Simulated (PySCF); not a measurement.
# CH2BrF: what the fields show

```xyz
5

F     0.4010    1.3012   -0.2045
C    -0.1434    0.0906   -0.0107
Br    1.2236   -1.2724    0.1678
H    -0.7229    0.0760    0.9227
H    -0.7583   -0.1954   -0.8752
```

Geometry: PBE0-D3(BJ)/def2-SVP.

Theory: PySCF 2.14.0, PBE0/def2-SVPD, SCF density, gas phase.

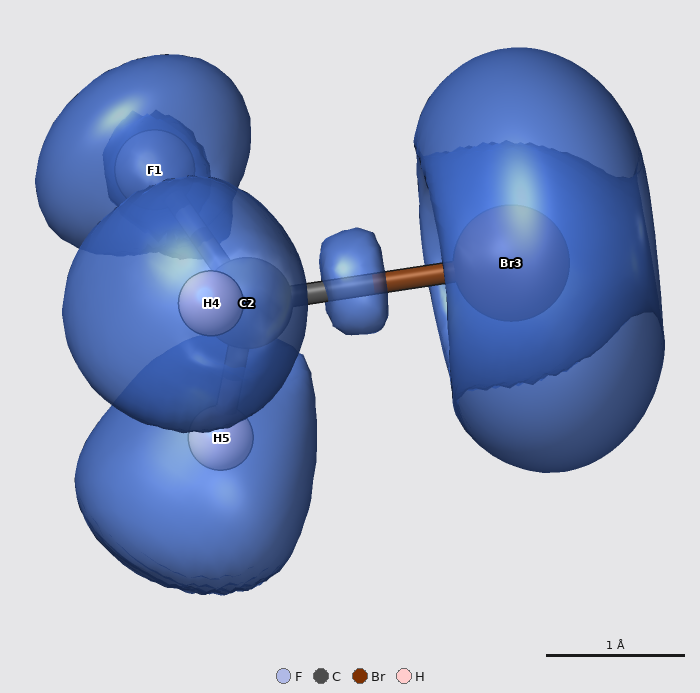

Figure 1. Isosurface of the ELF at 0.75 (blue), seen at a tilt. Only the valence region is drawn (cores and ρ < 0.01 e/Å³ removed).

Describe the localisation domains.

Answer. The surface consists of one region between bonded Br–C atoms (shared pairs), two regions around hydrogen nuclei, one region on F in which the atom's valence shell and bonds are merged and one ring or bowl of non-bonding electrons around Br. Along the contacts the grid gives the following. C–F (1.34 Å): the ELF peaks at about 0.85 between the atoms: a shared but strongly polarised pair. C–Br (1.94 Å): the ELF peaks at about 0.90 between the atoms: a shared electron pair.

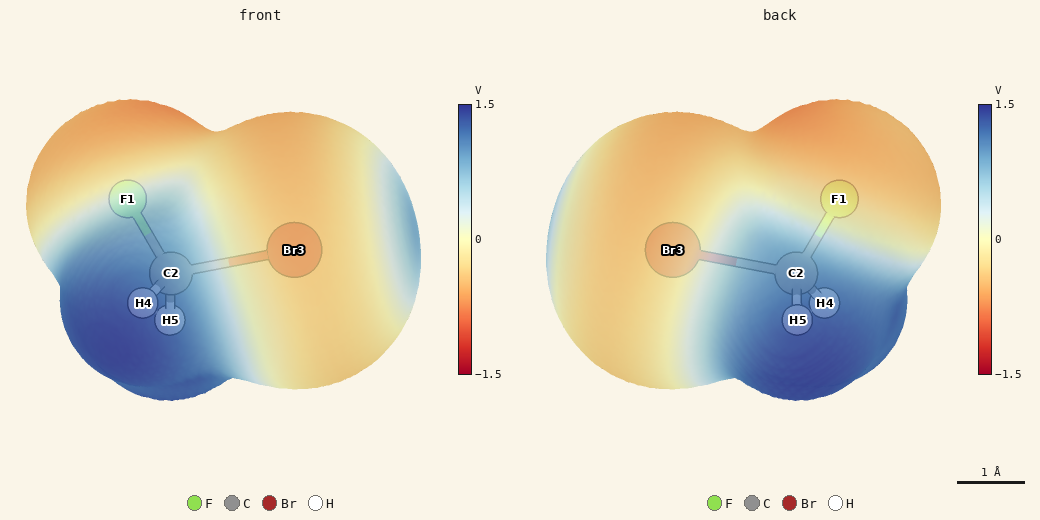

Figure 2. The electrostatic potential painted on the density surface at 0.002 e/bohr³, seen from the front and from behind; red is negative and blue positive.

Describe the electrostatic potential map.

Answer. The most negative region (about −0.7 V) lies over F1, the most positive (about +1.4 V) over H4 and H5. Br3 shows a σ-hole: about +0.9 V at the tip opposite its bond, against about −0.4 V on its flanks.

What dipole moment does the calculation give?

Answer. Its dipole moment is 1.74 D.

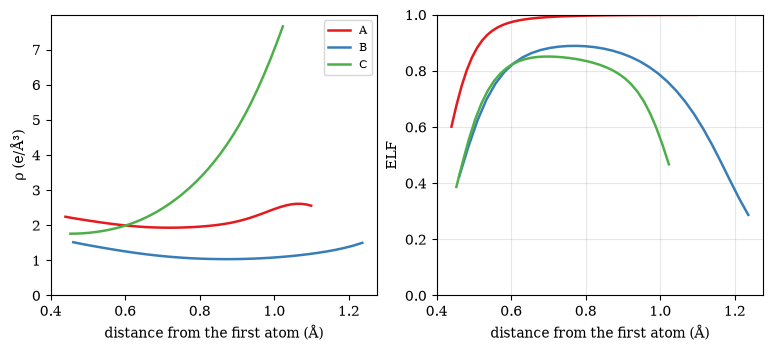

Figure 3. Total electron density and electron localisation function along straight lines between neighbouring atoms. The curves leave out the atomic cores.

Which curve belongs to which contact (C–Br, C–F and C–H)? The first atom named is at distance zero.

Answer. Curve A: C–H (1.10 Å): ρ at the midpoint is about 2.1 e/Å³; the ELF climbs to about 1 towards the hydrogen, as it does in any bond to H (an ordinary covalent bond to hydrogen). Curve B: C–Br (1.94 Å): ρ at the midpoint is about 1.1 e/Å³; the ELF peaks at about 0.90 between the atoms: a shared electron pair. Curve C: C–F (1.34 Å): ρ is about 2.3 e/Å³ halfway; the ELF peaks at about 0.85 between the atoms (a polar covalent bond).
